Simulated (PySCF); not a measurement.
C5H15NSi (SiHMe2(NMeEt))

Input

```
{"job": {"kind": "uv", "xc": "B3LYP", "basis": "def2-SVPD", "ip": true, "nstates": 10}, "charge": 0, "multiplicity": 1}
Si     0.915048     0.717545     0.428280
H      1.253562     0.562205     1.880808
C      2.484511     0.909891    -0.585353
H      2.272127     1.150466    -1.639016
H      3.097442    -0.003739    -0.554264
H      3.085759     1.737499    -0.176035
C     -0.124242     2.277066     0.234260
H      0.443790     3.174255     0.529857
H     -1.031377     2.231493     0.856978
H     -0.441344     2.407554    -0.813189
N      0.089915    -0.752895    -0.018914
C     -0.006695    -1.196505    -1.385416
C     -0.787517    -1.427258     0.912135
C     -2.269703    -1.098412     0.765486
H      0.098033    -2.296768    -1.448788
H     -0.963175    -0.933422    -1.880444
H      0.800634    -0.761627    -1.993737
H     -0.648387    -2.522257     0.806854
H     -0.461941    -1.179605     1.936815
H     -2.870478    -1.659529     1.498353
H     -2.453775    -0.024273     0.924758
H     -2.646208    -1.356732    -0.236449
```

Run with:

```sh
OMP_NUM_THREADS=2 python probes_run.py task.json out
```

Geometry: PBE0-D3(BJ)/def2-SVP.

The calculation used B3LYP/def2-SVPD, SCF density, gas phase in PySCF.

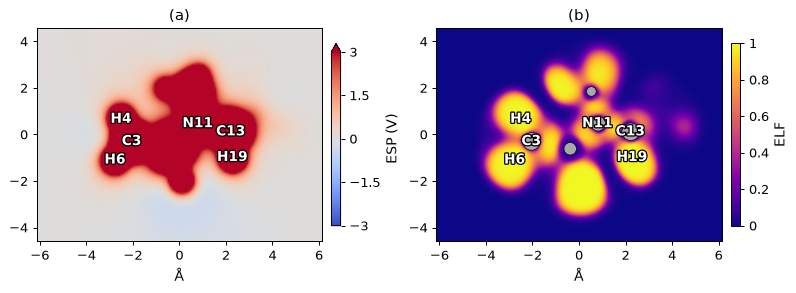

Figure 1. (a) electrostatic potential; (b) electron localisation function on the plane of atoms N11, C13 and H19. Grey discs cover the atomic cores in the ELF map.

> Describe what can be read from this map.

- The plane passes through C, H and N nuclei.
- C–N (1.45 Å): the ELF peaks at about 0.95 between the atoms; a shared electron pair.
- C–H (1.10 Å): the ELF climbs to about 1 towards the hydrogen, as it does in any bond to H (a covalent bond by its length).
- Outside the dense part of the molecule the potential is most negative (−0.3 V) near H2, which lies off the plane.

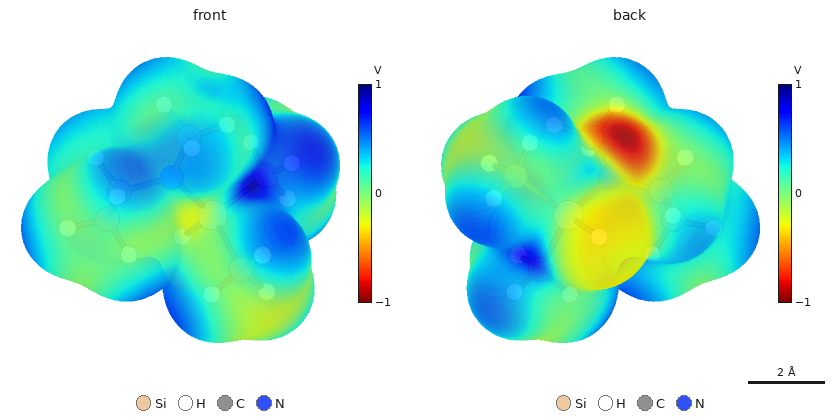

Figure 2. The electrostatic potential painted on the density surface at 0.002 e/bohr³, seen from the front and from behind; the colour scale runs from red (negative) to blue (positive).

> Where is the surface potential most negative and most positive?

The most negative region (about −0.8 V, or −18 kcal/mol for a unit charge) lies over N11, the most positive (about +0.8 V, or +18 kcal/mol for a unit charge) over Si1 and C12.

> What dipole moment does the calculation give?

Its dipole moment is 0.61 D.
